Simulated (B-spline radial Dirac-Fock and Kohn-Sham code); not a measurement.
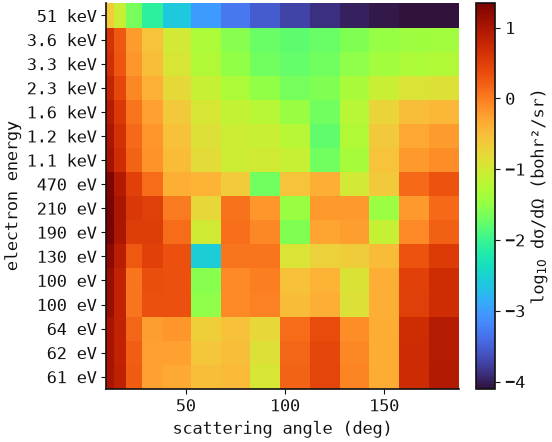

A map of the differential cross section for elastic electron scattering over angle and energy (one row an energy, not to scale). It refers to neutral iodine. Method: Dirac partial waves in the static Dirac–Fock field with Furness–McCarthy exchange, no polarisation or absorption (computed with a B-spline radial atomic code).

> At which energies and angles does the cross section have minima?

The deepest dip lies at 129 eV and 60° (0.0028 bohr²/sr). Marked minima (at least 40 % below the values at larger angles) show at 61 eV (60°, 90° and 150°); 64 eV (32°, 60°, 90° and 150°); 100 eV (24°, 60°, 105° and 135°); 130 eV (24°, 60° and 105°); 190 eV (60°, 105° and 150°), and at further energies up to 3.6 keV; above that any minima are shallower. At 90° the cross section goes from 0.11 bohr²/sr at 61 eV to 2.8 × 10⁻⁴ at 51 keV. The model is rough under about 200 eV.
